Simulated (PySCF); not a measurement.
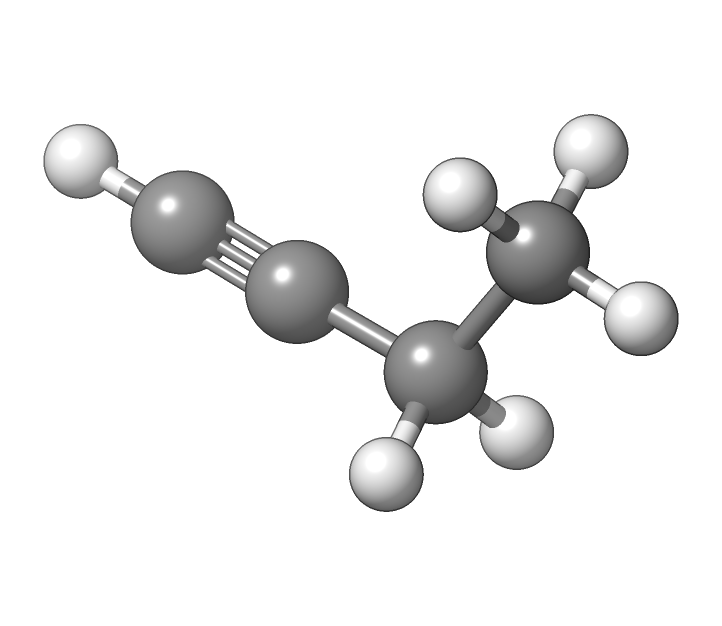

A ball-and-stick model of a molecule. Double and triple bonds are drawn as two and three sticks. Colours: carbon grey, hydrogen white.

The geometry was computed by an optimisation with PBE0-D3(BJ)/def2-SVP. No frequency run is at hand to confirm it as a minimum.

Give the formula.

Answer. C4H6, 10 atoms: 4 carbon and 6 hydrogen.

How many sets of symmetry-equivalent atoms are there?

Answer. 8: 1 C, 1 C, 1 C, 1 C, 1 H, 2 H, 2 H, 1 H.

The parts below concern this one geometry. Atoms keep their numbers from picture to picture.

### Geometry

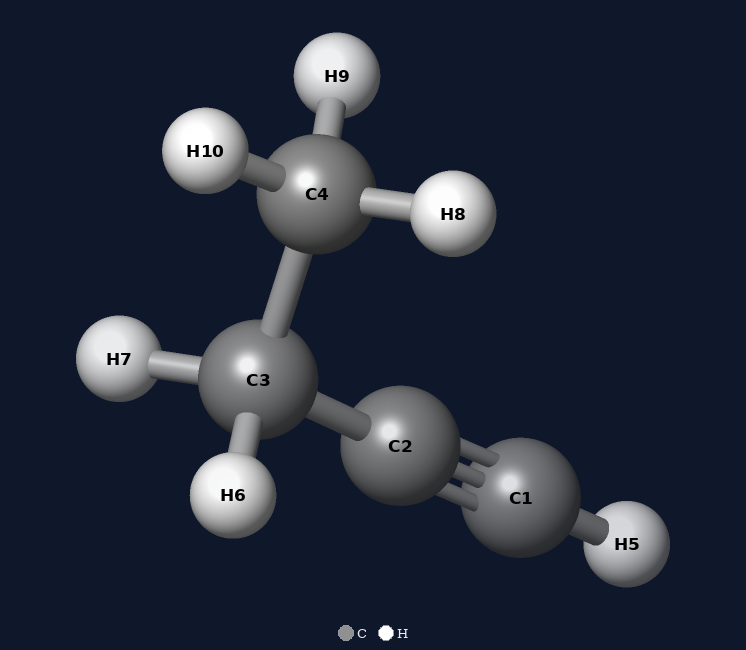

No frequency run is at hand to confirm it as a minimum.

What are the angles C2–C1–H5, C1–C2–C3, C2–C3–C4, C2–C3–H6, C4–C3–H6, C3–C4–H8, C3–C4–H10?

```tsv
angle	degrees
C2–C1–H5	179.8
C1–C2–C3	178.8
C2–C3–C4	113.4
C2–C3–H6	108.8
C4–C3–H6	110.0
C3–C4–H8	111.0
C3–C4–H10	110.6
```

### Bond orders

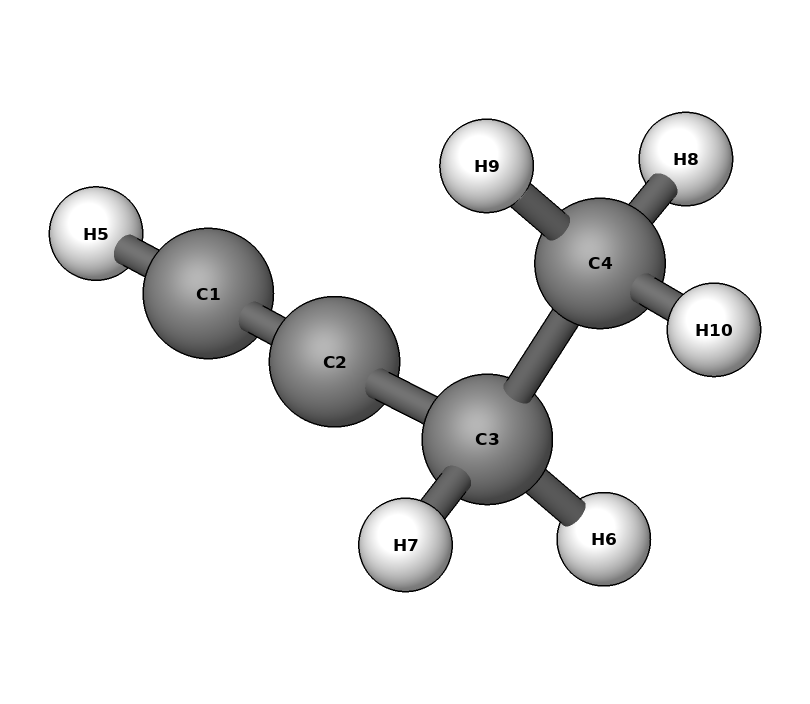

Every bond is drawn as one stick. No frequency run is at hand to confirm it as a minimum. Computed with PBE0/pcSseg-1 in acetone (IEF-PCM) (PySCF 2.14.0).

Which bond has the highest Mayer bond order?

Answer. C1–C2, 2.56, at a length of 1.211 Å.

List the Mayer bond orders of C1–C2, C1–H5, C2–C3, C3–C4, C3–H6, C4–H8, C4–H10 (one bond of each equivalent set).

```csv
bond,Mayer order,length (Å)
C1–C2,2.56,1.211
C1–H5,1.13,1.074
C2–C3,1.06,1.458
C3–C4,1.05,1.527
C3–H6,0.92,1.104
C4–H8,0.96,1.100
C4–H10,0.96,1.100
```

### Levels of theory compared

No frequency run is at hand to confirm it as a minimum. Program: PySCF 2.14.0.

At this fixed geometry, give dipole (D), HOMO energy (eV), HOMO–LUMO gap (eV) at these levels: BHandHLYP/aug-pcX-1 (pcseg-1 on H); CAM-B3LYP/def2-SVPD; CAM-B3LYP/def2-SVPD in acetone (IEF-PCM); CAM-B3LYP/def2-SVPD in chloroform (IEF-PCM); PBE0/pcSseg-1 in acetone (IEF-PCM); PBE0/pcSseg-1 in chloroform (IEF-PCM); PBE0/pcSseg-1 in tetrahydrofuran (IEF-PCM); WP04/pcSseg-1 in chloroform (IEF-PCM); ωB97X-D/pcSseg-1 in chloroform (IEF-PCM).

```json
{"level": "BHandHLYP/aug-pcX-1 (pcseg-1 on H)", "dipole (D)": "0.81", "HOMO energy (eV)": "−8.76", "HOMO–LUMO gap (eV)": "9.46"}
{"level": "CAM-B3LYP/def2-SVPD", "dipole (D)": "0.79", "HOMO energy (eV)": "−9.03", "HOMO–LUMO gap (eV)": "10.33"}
{"level": "CAM-B3LYP/def2-SVPD in acetone (IEF-PCM)", "dipole (D)": "1.08", "HOMO energy (eV)": "−9.17", "HOMO–LUMO gap (eV)": "10.56"}
{"level": "CAM-B3LYP/def2-SVPD in chloroform (IEF-PCM)", "dipole (D)": "1.01", "HOMO energy (eV)": "−9.12", "HOMO–LUMO gap (eV)": "10.51"}
{"level": "PBE0/pcSseg-1 in acetone (IEF-PCM)", "dipole (D)": "1.07", "HOMO energy (eV)": "−7.81", "HOMO–LUMO gap (eV)": "8.87"}
{"level": "PBE0/pcSseg-1 in chloroform (IEF-PCM)", "dipole (D)": "1.00", "HOMO energy (eV)": "−7.76", "HOMO–LUMO gap (eV)": "8.84"}
{"level": "PBE0/pcSseg-1 in tetrahydrofuran (IEF-PCM)", "dipole (D)": "1.03", "HOMO energy (eV)": "−7.78", "HOMO–LUMO gap (eV)": "8.85"}
{"level": "WP04/pcSseg-1 in chloroform (IEF-PCM)", "dipole (D)": "0.96", "HOMO energy (eV)": "−8.79", "HOMO–LUMO gap (eV)": "7.90"}
{"level": "ωB97X-D/pcSseg-1 in chloroform (IEF-PCM)", "dipole (D)": "0.99", "HOMO energy (eV)": "−9.66", "HOMO–LUMO gap (eV)": "12.56"}
```

### Charges

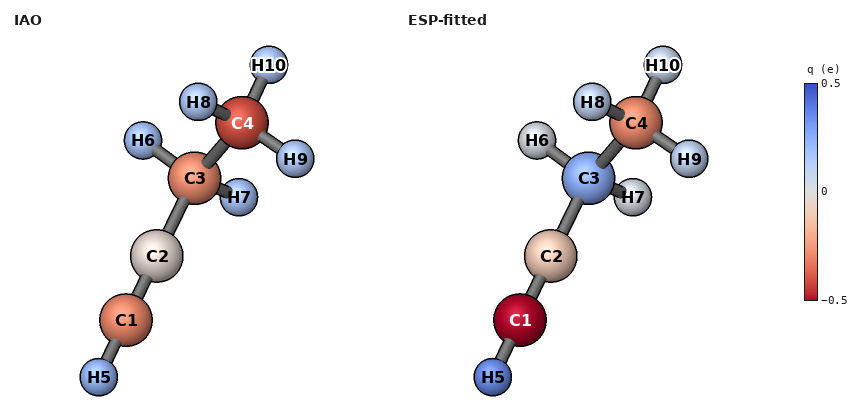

Atomic charges of one calculation by 2 schemes, on one colour scale. No frequency run is at hand to confirm it as a minimum. Method: PBE0/pcSseg-1 in acetone (IEF-PCM) (PySCF 2.14.0).

On which atom do the schemes disagree most?

Answer. On C3 (from −0.27 to 0.24 e).

List the charges (e), one line for each set of equivalent atoms.

```json
{"atom": "C1", "IAO": "−0.29", "ESP-fitted": "−0.50"}
{"atom": "C2", "IAO": "−0.03", "ESP-fitted": "−0.10"}
{"atom": "C3", "IAO": "−0.27", "ESP-fitted": "0.24"}
{"atom": "C4", "IAO": "−0.40", "ESP-fitted": "−0.28"}
{"atom": "H5", "IAO": "0.21", "ESP-fitted": "0.34"}
{"atom": "H6, H7", "IAO": "0.17", "ESP-fitted": "0.03"}
{"atom": "H8, H9", "IAO": "0.15", "ESP-fitted": "0.09"}
{"atom": "H10", "IAO": "0.15", "ESP-fitted": "0.07"}
```
